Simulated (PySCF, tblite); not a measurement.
**C6H12N radical: geometry, infrared bands and EPR parameters**

Aim: predict the infrared bands and EPR parameters of C6H12N radical (`[CH2]CN1CC[C@H]1C`).

Programs: tblite 0.8.0 and PySCF 2.14.0, with density-fitted response routines of our own. Each step states its level of theory. These are calculated values for one molecule in the gas phase, unless marked as measured. Atoms are numbered from 0 throughout.

## Step 1: Starting geometry

19 atoms, charge 0, multiplicity 2; geometry from: force field or distance geometry start.

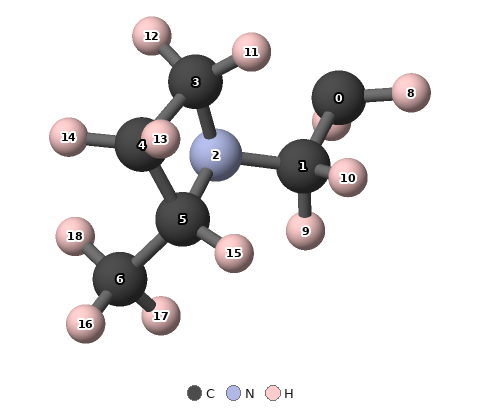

The starting geometry (carbon dark grey, nitrogen light blue, hydrogen pink), atoms numbered; sticks join atoms by distance.

## Step 2: Optimising the geometry with GFN2-xTB

What the job is given:

```
{"job": {"kind": "relax", "xc": "GFN2-xTB", "basis": "xTB"}, "charge": 0, "multiplicity": 2}
C      2.698400    -0.482800    -0.316500
C      1.344500    -0.638800     0.344600
N      0.268200     0.023400    -0.280400
C      0.252700     1.467900    -0.263600
C     -1.217900     1.385600     0.125600
C     -1.032000    -0.076900     0.393500
C     -1.897000    -1.018900    -0.422200
H      2.872200    -1.341600    -0.980600
H      3.471100    -0.550800     0.494500
H      1.104400    -1.748500     0.300800
H      1.390100    -0.422200     1.433200
H      0.892300     1.947900     0.498400
H      0.334600     1.873600    -1.266000
H     -1.413700     1.998400     1.008300
H     -1.926500     1.637400    -0.717200
H     -0.981700    -0.306000     1.491000
H     -2.942700    -1.032900    -0.038800
H     -1.409300    -2.017500    -0.340500
H     -1.817500    -0.688000    -1.471500
```

Run with:

```bash
$ OMP_NUM_THREADS=1 python probes_run.py task.json out
```

The driver reads the jobs from task.json and runs them one after another.

Log:

```text
step      E/eV     max force
  0    -591.91693    2.873
  1    -592.18875    1.841
  2    -592.37754    1.001
  3    -592.48050    0.753
  4    -592.56609    0.673
  5    -592.59663    0.579
  6    -592.62613    0.487
  7    -592.64917    0.422
  8    -592.66733    0.320
  9    -592.68138    0.242
 10    -592.69263    0.250
 11    -592.70228    0.289
 12    -592.71144    0.275
 13    -592.71999    0.238
 14    -592.72867    0.236
 15    -592.73692    0.248
 16    -592.74360    0.237
 17    -592.74924    0.176
 18    -592.75493    0.178
 19    -592.76112    0.205
 20    -592.76708    0.181
 21    -592.77178    0.177
 22    -592.77535    0.139
 23    -592.77907    0.124
 24    -592.78370    0.204
 25    -592.78703    0.235
 26    -592.79017    0.167
 27    -592.79205    0.093
 28    -592.79337    0.091
 29    -592.79448    0.096
 30    -592.79552    0.088
 31    -592.79639    0.070
 32    -592.79712    0.071
 33    -592.79786    0.094
 34    -592.79869    0.121
 35    -592.79951    0.104
 36    -592.80010    0.053
 37    -592.80041    0.053
 38    -592.80063    0.043
 39    -592.80092    0.044
 40    -592.80132    0.050
 41    -592.80180    0.047
 42    -592.80225    0.040
 43    -592.80266    0.041
 44    -592.80307    0.051
 45    -592.80352    0.043
 46    -592.80388    0.042
 47    -592.80411    0.032
 48    -592.80428    0.028
 49    -592.80452    0.040
 50    -592.80492    0.062
 51    -592.80551    0.081
 52    -592.80621    0.067
 53    -592.80692    0.065
 54    -592.80762    0.075
 55    -592.80860    0.083
 56    -592.80968    0.100
 57    -592.81078    0.081
 58    -592.81149    0.077
 59    -592.81240    0.076
 60    -592.81308    0.059
 61    -592.81364    0.050
 62    -592.81392    0.056
 63    -592.81410    0.034
 64    -592.81430    0.040
 65    -592.81451    0.044
 66    -592.81478    0.044
 67    -592.81510    0.039
 68    -592.81540    0.033
 69    -592.81561    0.037
 70    -592.81584    0.041
 71    -592.81610    0.041
 72    -592.81639    0.044
 73    -592.81669    0.047
 74    -592.81698    0.034
 75    -592.81729    0.032
 76    -592.81749    0.033
 77    -592.81763    0.030
 78    -592.81773    0.026
 79    -592.81780    0.016
 80    -592.81786    0.017
 81    -592.81792    0.019
 82    -592.81799    0.021
 83    -592.81807    0.022
 84    -592.81815    0.023
 85    -592.81823    0.022
 86    -592.81831    0.021
 87    -592.81840    0.019
 88    -592.81848    0.019
 89    -592.81859    0.019
 90    -592.81870    0.022
 91    -592.81882    0.025
 92    -592.81894    0.032
 93    -592.81907    0.034
 94    -592.81923    0.029
 95    -592.81940    0.033
 96    -592.81956    0.029
 97    -592.81970    0.028
 98    -592.81986    0.026
 99    -592.82006    0.045
100    -592.82029    0.036
101    -592.82053    0.023
102    -592.82060    0.019
103    -592.82065    0.018
104    -592.82071    0.019
105    -592.82075    0.016
106    -592.82078    0.016
107    -592.82081    0.012
108    -592.82084    0.013
109    -592.82088    0.011
110    -592.82091    0.011
111    -592.82094    0.013
112    -592.82096    0.011
113    -592.82098    0.011
114    -592.82100    0.009
```

Wall time 0.68 s (1 thread of Arm Neoverse V1, shared host); peak memory 0.18 GiB.

Relaxation path: (not every step is listed)

| step | energy from step 0 (eV) | largest force (eV/Å) |
| --- | --- | --- |
| 0 | 0.0000 | 2.8732 |
| 1 | -0.2718 | 1.8406 |
| 2 | -0.4606 | 1.0011 |
| 3 | -0.5636 | 0.7531 |
| 4 | -0.6492 | 0.6732 |
| 5 | -0.6797 | 0.5794 |
| 6 | -0.7092 | 0.4874 |
| 7 | -0.7322 | 0.4221 |
| 8 | -0.7504 | 0.3199 |
| 18 | -0.8380 | 0.1784 |
| 28 | -0.8764 | 0.0914 |
| 38 | -0.8837 | 0.0435 |
| 48 | -0.8873 | 0.0284 |
| 58 | -0.8946 | 0.0771 |
| 68 | -0.8985 | 0.0333 |
| 78 | -0.9008 | 0.0259 |
| 88 | -0.9016 | 0.0188 |
| 98 | -0.9029 | 0.0260 |
| 108 | -0.9039 | 0.0131 |
| 109 | -0.9040 | 0.0112 |
| 110 | -0.9040 | 0.0108 |
| 111 | -0.9040 | 0.0132 |
| 112 | -0.9040 | 0.0114 |
| 113 | -0.9040 | 0.0110 |
| 114 | -0.9041 | 0.0086 |

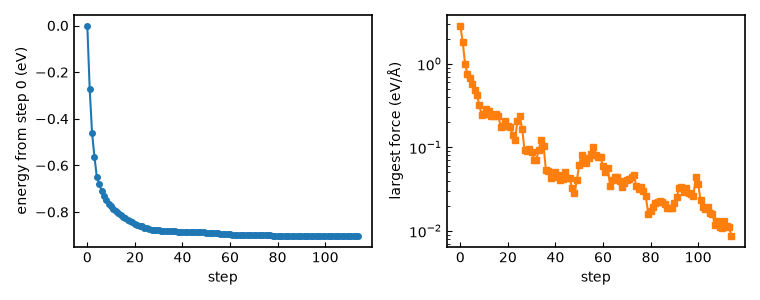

Energy and force, step by step.

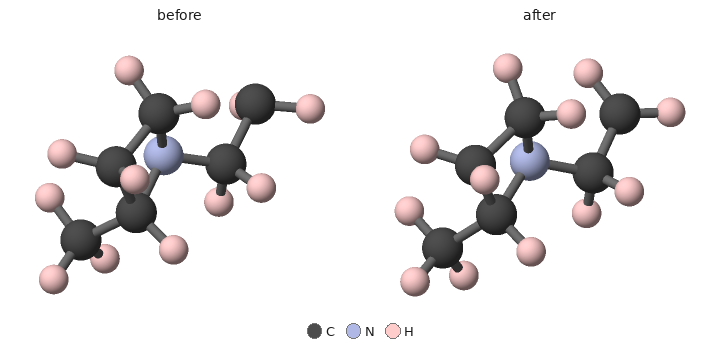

Before and after, at one scale.

Distances of close pairs at the start and the end, largest changes first:

| bond | before (Å) | after (Å) | change (Å) |
| --- | --- | --- | --- |
| C0–H8 | 1.122 | 1.071 | -0.051 |
| C0–C1 | 1.515 | 1.470 | -0.045 |
| C4–H14 | 1.130 | 1.087 | -0.043 |
| C4–C5 | 1.498 | 1.537 | +0.039 |
| C1–H9 | 1.136 | 1.105 | -0.031 |
| C0–H7 | 1.099 | 1.070 | -0.029 |
| C6–H17 | 1.114 | 1.087 | -0.027 |
| C1–N2 | 1.410 | 1.437 | +0.027 |

The end geometry stands in the next job.

## Step 3: Infrared spectrum with GFN2-xTB

What the job is given:

```
{"job": {"kind": "ir", "xc": "GFN2-xTB", "basis": "xTB"}, "charge": 0, "multiplicity": 2}
C      2.671451    -0.588818    -0.219425
C      1.376791    -0.745358     0.459043
N      0.321017    -0.049201    -0.222444
C      0.323609     1.412796    -0.223746
C     -1.191049     1.399254     0.005084
C     -1.034034    -0.094192     0.334778
C     -1.957529    -1.072546    -0.366544
H      2.707494    -0.230986    -1.227271
H      3.577779    -0.870272     0.277748
H      1.081327    -1.809857     0.497776
H      1.470803    -0.424259     1.522156
H      0.883739     1.850775     0.612874
H      0.681738     1.845238    -1.159357
H     -1.563836     2.034918     0.803834
H     -1.765886     1.571812    -0.900788
H     -1.043130    -0.278372     1.421136
H     -2.978148    -0.943345    -0.014170
H     -1.645976    -2.095496    -0.168966
H     -1.925963    -0.902841    -1.439181
```

Log:

```text
mode    cm-1     km/mol
  1      67.3      0.03
  2     106.4      0.37
  3     127.4      1.63
  4     168.1      0.27
  5     207.3      0.39
  6     248.7      1.83
  7     329.6      3.22
  8     391.0     51.56
  9     453.4      0.18
 10     457.2      3.60
 11     645.4      6.01
 12     792.0      2.55
 13     829.2      0.24
 14     891.0      2.59
 15     936.2      0.45
 16     941.2      1.49
 17     976.6      0.89
 18    1029.6      5.33
 19    1042.7      8.82
 20    1083.7      4.79
 21    1129.7      8.68
 22    1135.4     10.97
 23    1150.1      9.36
 24    1162.2      4.62
 25    1175.4      6.21
 26    1204.8      5.64
 27    1230.7      6.52
 28    1233.1      1.86
 29    1256.8      7.98
 30    1285.6     40.14
 31    1318.3     11.76
 32    1335.8     30.88
 33    1380.2      0.59
 34    1398.5      9.42
 35    1433.6      7.15
 36    1467.1      1.05
 37    1482.8      2.09
 38    1490.0      2.40
 39    1495.4      2.58
 40    2664.5     92.97
 41    2791.2     36.70
 42    2826.9    101.51
 43    2876.1     77.03
 44    2965.4     52.17
 45    3021.4     49.30
 46    3029.0     16.27
 47    3034.5     55.82
 48    3036.5     31.33
 49    3051.6     28.27
 50    3147.9     18.38
 51    3200.2     29.87
```

Run time: 0.56 s. Hardware: 1 thread of Arm Neoverse V1, shared host; peak memory 0.18 GiB.

The strongest bands and the atoms that carry them (share of the mass-weighted mode):

| cm⁻¹ | km/mol | atoms |
| --- | --- | --- |
| 391 | 51.6 | H8 39 %, H7 37 %, C0 19 % |
| 1286 | 40.1 | N2 27 %, C3 16 %, C5 13 %, H11 11 % |
| 2664 | 93.0 | H10 87 % |
| 2827 | 101.5 | H15 93 % |
| 2876 | 77.0 | H11 90 % |
| 2965 | 52.2 | H12 91 % |
| 3021 | 49.3 | H13 85 % |
| 3034 | 55.8 | H16 54 %, H17 28 % |

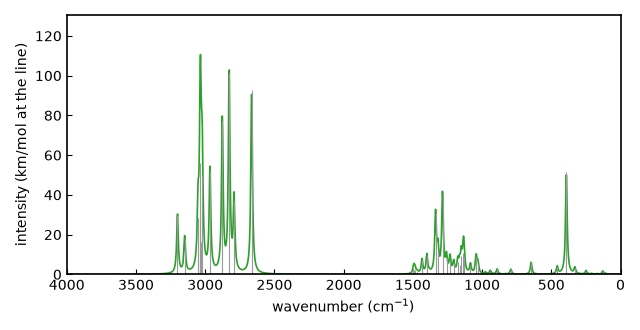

The infrared spectrum from these modes, unscaled. Lines are broadened to a width of 14 cm⁻¹ (Lorentzian).

## Step 4: EPR parameters: B3LYP/pcH-1

Same as in step 3 but for these lines:

```diff
@@ -1,2 +1,2 @@
-{"job": {"kind": "ir", "xc": "GFN2-xTB", "basis": "xTB"}, "charge": 0, "multiplicity": 2}
+{"job": {"kind": "epr", "basis": "pcH-1"}, "charge": 0, "multiplicity": 2}
 C      2.671451    -0.588818    -0.219425
```

With the program's defaults for keys left out, this is: UKS B3LYP, pcH-1 on C H N, non-relativistic, mean-field spin-orbit, GIAO.

Log:

```text
UKS, coarse grid
  cycle   1  E = -290.48124344  |g| = 3.28e-01
  cycle   2  E = -290.46071208  |g| = 3.94e-01
  cycle   3  E = -290.53901590  |g| = 5.71e-02
  cycle   4  E = -290.53986848  |g| = 3.59e-02
  cycle   5  E = -290.54040212  |g| = 4.99e-03
  cycle   6  E = -290.54041442  |g| = 2.02e-03
  cycle   7  E = -290.54041696  |g| = 1.09e-03
  cycle   8  E = -290.54041756  |g| = 2.01e-04
UKS, final grid
  cycle   1  E = -290.54044556  |g| = 2.23e-04
  cycle   2  E = -290.54044554  |g| = 3.01e-04
  cycle   3  E = -290.54044558  |g| = 2.88e-05
  cycle   4  E = -290.54044558  |g| = 1.34e-05
E = -290.54044558 Eh   <S^2> = 0.7537 (exact 0.7500)
g shifts (ppm)      1          2          3
  rmc          -132       -132       -132
  gc              4         35         13
  oz_so          32        566        753
  total         -96        468        634
hyperfine (MHz)  atom isotope    a_iso     a_fc   dipolar eigenvalues
    0   13C      87.93      87.93    -81.37    -80.72    162.08
    1   13C     -36.88     -36.88     -2.44      0.20      2.23
    2   14N       4.46       4.46     -0.60     -0.29      0.89
    3   13C      -1.41      -1.41     -0.78     -0.29      1.07
    4   13C      -0.09      -0.09     -0.28     -0.16      0.44
    5   13C      -1.59      -1.59     -0.35     -0.29      0.64
    6   13C       0.03       0.03     -0.26     -0.16      0.42
    7    1H     -64.34     -64.34    -39.67      0.24     39.43
    8    1H     -62.94     -62.94    -39.23     -0.31     39.54
    9    1H     154.37     154.37     -5.99     -2.80      8.79
   10    1H      89.14      89.14     -4.95     -4.62      9.57
   11    1H       0.61       0.61     -2.61     -2.45      5.06
   12    1H       1.21       1.21     -2.16     -1.89      4.06
   13    1H       0.18       0.18     -0.62     -0.58      1.20
   14    1H      -0.16      -0.16     -0.63     -0.58      1.21
   15    1H      -0.01      -0.01     -1.29     -1.04      2.33
   16    1H       0.36       0.36     -0.46     -0.45      0.91
   17    1H       0.72       0.72     -0.99     -0.82      1.81
   18    1H       0.10       0.10     -0.72     -0.66      1.38
```

Run time: 85 s. Hardware: 1 thread of Arm Neoverse V1, shared host; peak memory 0.97 GiB.

Principal g values 2.00222, 2.00279, 2.00295; g(iso) = 2.00265, against 2.00232 for a free electron.

Hyperfine couplings; where a row names several nuclei, a(iso) is their mean (it holds for fast rotation or exchange) and the dipolar term the largest among them:

| nuclei | isotope | a(iso) (MHz) | a(iso) (G, at g = 2.0023) | largest dipolar term (MHz) |
| --- | --- | --- | --- | --- |
| H9 | 1H | 154.4 | 55.1 | 8.8 |
| H10 | 1H | 89.1 | 31.8 | 9.6 |
| C0 | 13C | 87.9 | 31.4 | 162.1 |
| H7, H8 | 1H | -63.6 | -22.7 | -39.7 |
| C1 | 13C | -36.9 | -13.2 | -2.4 |
| N2 | 14N | 4.5 | 1.6 | 0.9 |
| C5 | 13C | -1.6 | -0.6 | 0.6 |
| C3 | 13C | -1.4 | -0.5 | 1.1 |
| H12 | 1H | 1.2 | 0.4 | 4.1 |
| H11 | 1H | 0.6 | 0.2 | 5.1 |
| H16, H17, H18 | 1H | 0.4 | 0.1 | 1.8 |
| H13 | 1H | 0.2 | 0.1 | 1.2 |
| H14 | 1H | -0.2 | -0.1 | 1.2 |
| C4 | 13C | -0.1 | 0.0 | 0.4 |

Mulliken spin populations:

C0 1.08; C1 -0.09; N2 0.00; C3 0.00; C4 0.00; C5 0.00; C6 0.00; H7 -0.05; H8 -0.04; H9 0.06; H10 0.04; H11 0.00; H12 0.00; H13 0.00; H14 0.00; H15 0.00; H16 0.00; H17 0.00; H18 0.00

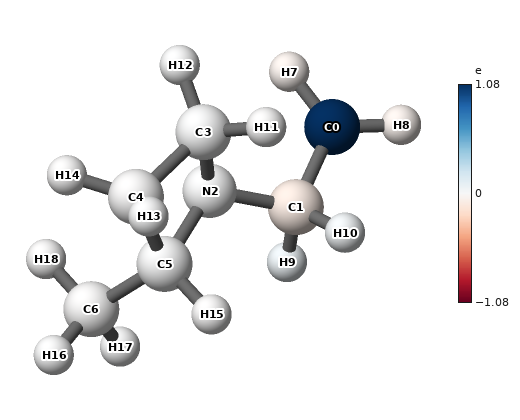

Mulliken spin populations, as colours on the atoms.

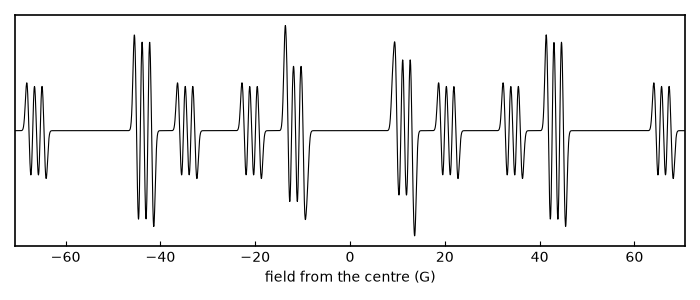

First-order isotropic spectrum (first derivative, main isotopes with spin only, couplings over 0.8 MHz, Gaussian width 0.3 G; couplings of the frozen geometry, rotation of groups not averaged beyond the rows shown).

Orbitals, density, ELF and potential are computed afterwards from the orbital file.

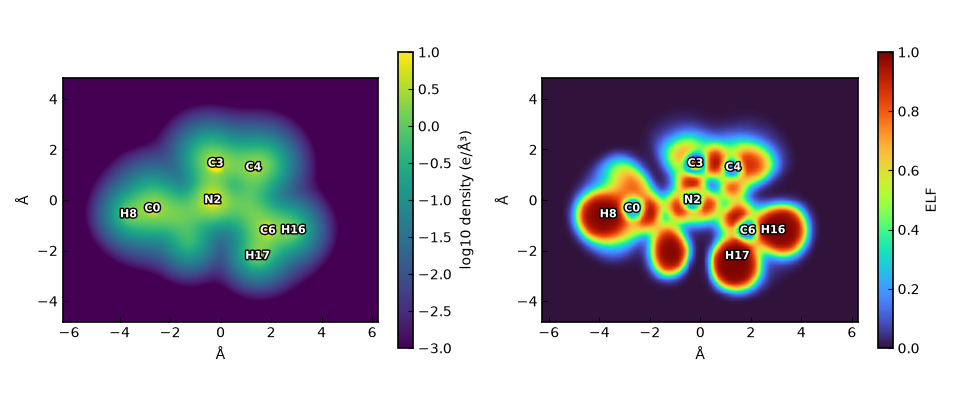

Density (left) and ELF (right) in a plane through or near 8 of the atoms.

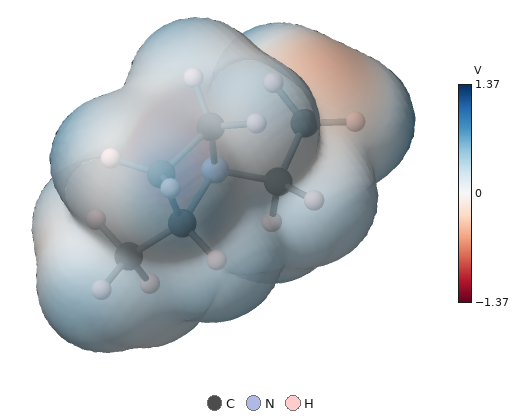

The potential that a unit positive charge feels on the 0.002 e/bohr³ surface, from -1.37 V near N2 to 0.61 V near H8.

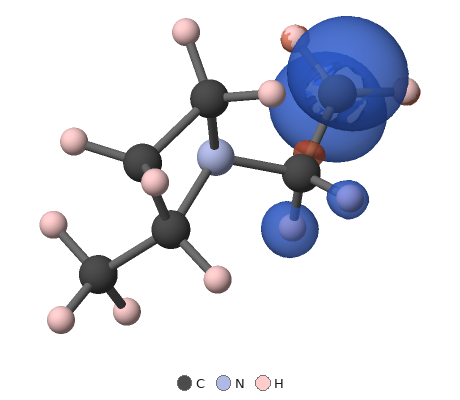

Spin density at ±0.04 e/Å³ (alpha excess blue, beta excess red).

## Step 5: Outcome

| quantity | value |
| --- | --- |
| strongest single infrared mode (GFN2-xTB) | 2827 cm⁻¹, 102 km/mol |
| zero-point energy (GFN2-xTB) | 103.1 kcal/mol |
| g(iso) (B3LYP) | 2.00265 |
| ⟨S²⟩ | 0.754 (exact 0.75) |
| largest a(iso) (averaged by class) | 1H on H9, 154.4 MHz |
| surface potential, least and greatest | -1.37 V and 0.61 V |

What this shows: The optimisation took 114 steps and gained 0.904 eV; among the close pairs (by a distance rule), C0–H8 changed most, from 1.122 to 1.071 Å. No mode is imaginary among the 51: a minimum at this level. The strongest single mode, at 2827 cm⁻¹, moves mainly H15. Unscaled tight-binding wavenumbers are off by several per cent, some by more. Its intensities can rank the bands wrongly. Most of the unpaired spin sits on C0 (1.08 e). The isotropic g lies 0.3 ppt above the free-electron value.
